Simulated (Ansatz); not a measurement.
# H$_{8}$O$_{2}$Si$_{3}$ (SMILES [SiH2](O[SiH3])O[SiH3]): what the fields show

Input

```
crystal:
  periodic: [false, false, false]
  atoms:
    - { symbol: Si, position_ang: [0.037759, -0.882305, 0.334413] }
    - { symbol: O, position_ang: [1.697019, -1.108719, -0.06412] }
    - { symbol: Si, position_ang: [2.452922, 0.424333, 0.137169] }
    - { symbol: O, position_ang: [-0.730166, 0.051826, -0.891275] }
    - { symbol: Si, position_ang: [-2.350893, 0.281898, -0.363763] }
    - { symbol: H, position_ang: [-0.089267, -0.228474, 1.650064] }
    - { symbol: H, position_ang: [-0.602938, -2.204576, 0.41611] }
    - { symbol: H, position_ang: [3.878139, 0.30433, -0.203111] }
    - { symbol: H, position_ang: [1.841705, 1.419614, -0.758678] }
    - { symbol: H, position_ang: [2.343023, 0.868758, 1.536035] }
    - { symbol: H, position_ang: [-2.373559, 1.025869, 0.906115] }
    - { symbol: H, position_ang: [-3.077517, 1.063553, -1.37493] }
    - { symbol: H, position_ang: [-3.026227, -1.016105, -0.202622] }
basis:
  gaussian: { orbitals: def2-SVP }
hamiltonian:
  xc: pbe
relax:
  f_tol: 0.003
  max_steps: 150
output:
  orbitals: {}
```

Run with:

```sh
ansatz run input.yaml --threads 4 --pin off --max-ram 10240MiB --backend cpu --events-out ev --progress --plain --runs-dir out
```

The fields are those of the relaxed geometry.

These are results of DFT PBE, Gaussian basis def2-SVP (Ansatz 0.2.0), not measurements.

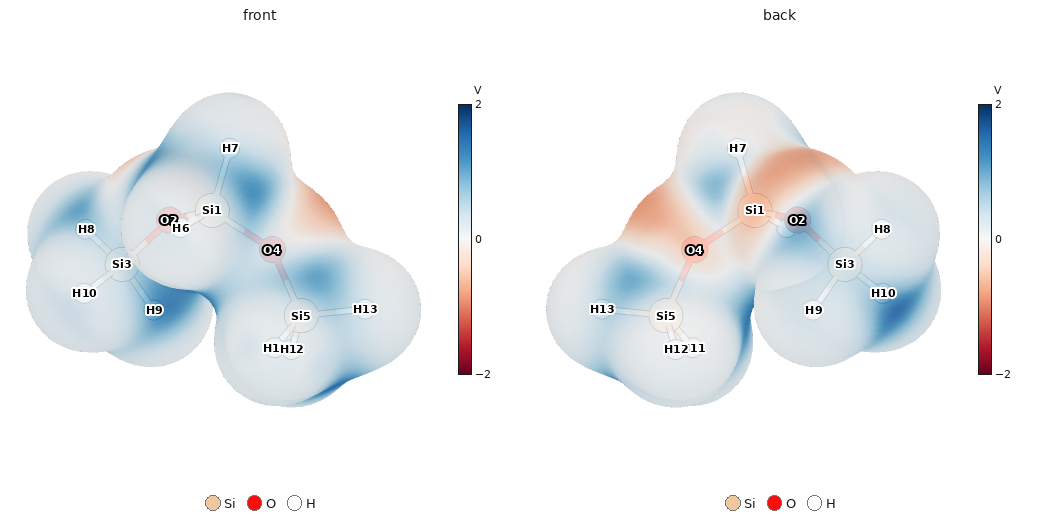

Figure 1. The molecular electrostatic potential painted on the density surface at 0.002 e/bohr³, seen from the front and from behind; the colour scale runs from red (negative) to blue (positive).

Question: Where is the surface potential most negative and most positive?

Answer: The most negative region (about −0.8 V, or −18 kcal/mol for a unit charge) lies over O2 and O4, the most positive (about +1.5 V, or +35 kcal/mol for a unit charge) over Si1, Si3 and Si5.

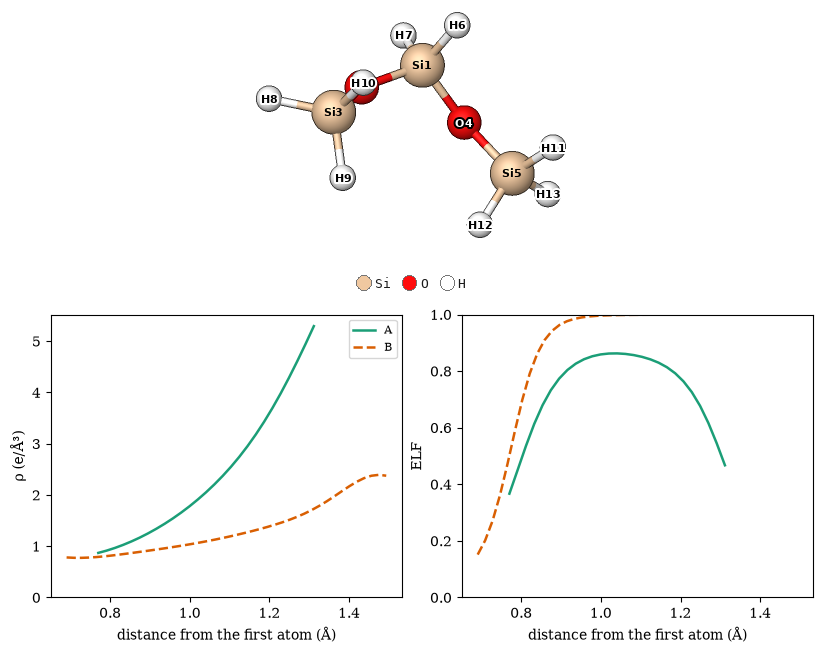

Figure 2. Electron density and electron localisation function along straight lines between neighbouring atoms. The curves leave out the atomic cores. The structure is drawn too.

Question: Which curve belongs to which contact (Si–H and Si–O)? The first atom named is at distance zero.

Answer: Curve A: Si–O (1.67 Å): the density is about 1 e/Å³ at the midpoint; the ELF peaks at about 0.85 between the atoms (a polar covalent bond). Curve B: Si–H (1.49 Å): the density is about 0.78 e/Å³ at the midpoint; the ELF climbs to about 1 towards the hydrogen, as it does in any bond to H.

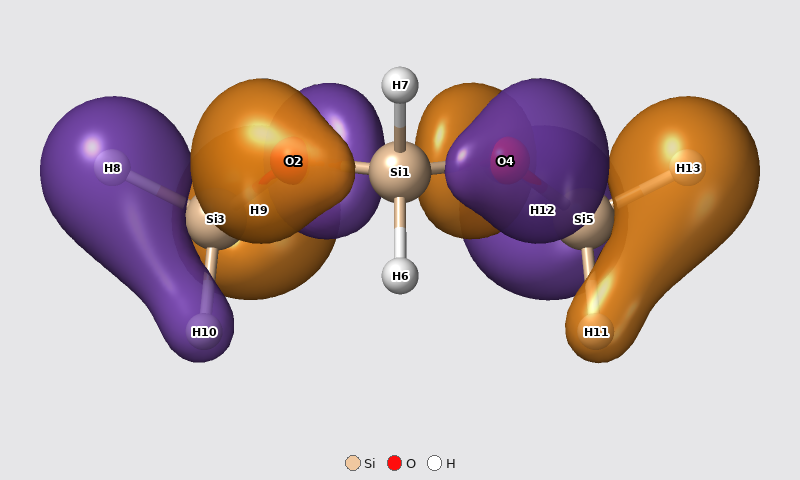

Figure 3. The HOMO−1 at ±0.06 Å⁻³ᐟ² (orange and purple are the two phases), seen from one side.

Question: What is the character of this orbital?

Answer: Its weight (Hirshfeld) is mainly on O2 (about 25 %), O4 (about 25 %), Si3 (about 10 %), Si5 (about 10 %), H12 (about 10 %) and H9 (about 10 %). Its energy is −7.27 eV.
